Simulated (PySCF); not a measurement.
**Atomic calculation, with input and output: Pm**

Pm, configuration 1s2 2s2 2p6 3s2 3p6 3d10 4s2 4p6 4d10 4f4 5s2 5p6 6s2 6p1, multiplicity 6. Computed at this level: unrestricted PBE, x2c-TZVPPall, spin-free X2C-1e, Gaussian nucleus (PySCF).

**Input**
```python
from pyscf import gto, scf, dft, mp, cc
import basis_set_exchange as bse
mol = gto.M(atom="Pm 0 0 0", charge=0, spin=5, symmetry="D2h",
            basis=gto.basis.parse(bse.get_basis("x2c-TZVPPall", elements=["Pm"], fmt="nwchem")),
            nucmod="G")
mf = dft.UKS(mol, xc="PBE").sfx2c1e()
mf.irrep_nelec = {'Ag': (10, 10), 'B1g': (2, 2), 'B2g': (2, 2), 'B3g': (2, 2), 'Au': (1, 0), 'B1u': (7, 4), 'B2u': (5, 4), 'B3u': (4, 4)}
mf.kernel()
```

The script is an equivalent of what the driver set up; the driver started from orbitals of its own, so the log can be shorter than this script's would be, and it computed the properties (radii, ⟨L²⟩, response) afterwards. It held the occupations shell by shell, which the script's counts by irreducible representation don't always enforce.

**Output (extracts)**
```
damping factor = 0
level_shift factor = 0
DIIS = <class 'pyscf.scf.diis.CDIIS'>
diis_start_cycle = 1
diis_space = 10
diis_damp = 0
SCF conv_tol = 1e-09
SCF conv_tol_grad = None
number electrons alpha = 33  beta = 28
XC functionals = PBE
    J. P. Perdew, K. Burke, and M. Ernzerhof.,  Phys. Rev. Lett. 77, 3865 (1996)
    J. P. Perdew, K. Burke, and M. Ernzerhof.,  Phys. Rev. Lett. 78, 1396 (1997)
    J. P. Perdew, K. Burke, and M. Ernzerhof.,  Phys. Rev. Lett. 77, 3865 (1996)
    J. P. Perdew, K. Burke, and M. Ernzerhof.,  Phys. Rev. Lett. 78, 1396 (1997)
cycle= 1 E= -10019.4075393916  delta_E= -0.0282  |g|= 0.0897  |ddm|= 1.14
cycle= 2 E= -10019.4137202756  delta_E= -0.00618  |g|= 0.064  |ddm|= 0.922
cycle= 3 E= -10019.4178155184  delta_E= -0.0041  |g|= 0.0289  |ddm|= 0.351
cycle= 4 E= -10019.4180851287  delta_E= -0.00027  |g|= 0.0114  |ddm|= 0.0503
cycle= 5 E= -10019.4183154851  delta_E= -0.00023  |g|= 0.00723  |ddm|= 0.147
cycle= 6 E= -10019.4183488559  delta_E= -3.34e-05  |g|= 0.00112  |ddm|= 0.0331
cycle= 7 E= -10019.418350331  delta_E= -1.48e-06  |g|= 0.000829  |ddm|= 0.0106
cycle= 8 E= -10019.4183508547  delta_E= -5.24e-07  |g|= 0.000115  |ddm|= 0.00298
cycle= 9 E= -10019.4183508712  delta_E= -1.65e-08  |g|= 4.13e-05  |ddm|= 0.000916
cycle= 10 E= -10019.4183508732  delta_E= -2.06e-09  |g|= 1.5e-06  |ddm|= 0.000287
cycle= 11 E= -10019.4183508732  delta_E= -1.46e-11  |g|= 5.78e-07  |ddm|= 1.97e-05
converged SCF energy = -10019.4183508732  <S^2> = 9.403499  2S+1 = 6.2140161
```

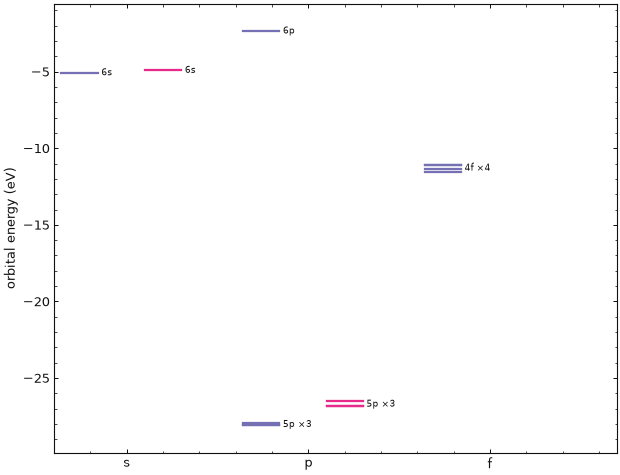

Fig. 1: Orbital energies of the mean field, from the top down to −28.1 eV, by angular momentum, α spin at the left of each column and β at the right; ×n counts the orbitals under one label. Empty levels that the record names by l alone aren't drawn. The highest filled orbital is 6p α at −2.35 eV, the lowest empty one f α at −10.3 eV.

**Summary**

- outcome: converged
- total energy: −10019.4184 hartree
- ⟨S²⟩: 9.403
- ⟨L²⟩: 38.47
- SCF iterations: 11
- hardware: 1 CPU thread, shared host
- CPU time: 3.8 s (integrals apart)

**Notes**

The driver held the occupations shell by shell, and empty f and d levels lie below the filled 6p. The script shown fixes the counts by irreducible representation only, so by itself it can fall to another configuration. This is not the ground configuration of the species. ⟨L²⟩ departs from that of the intended term, so the determinant mixes terms. To bear in mind: populations left the configuration by 0.41 electrons.
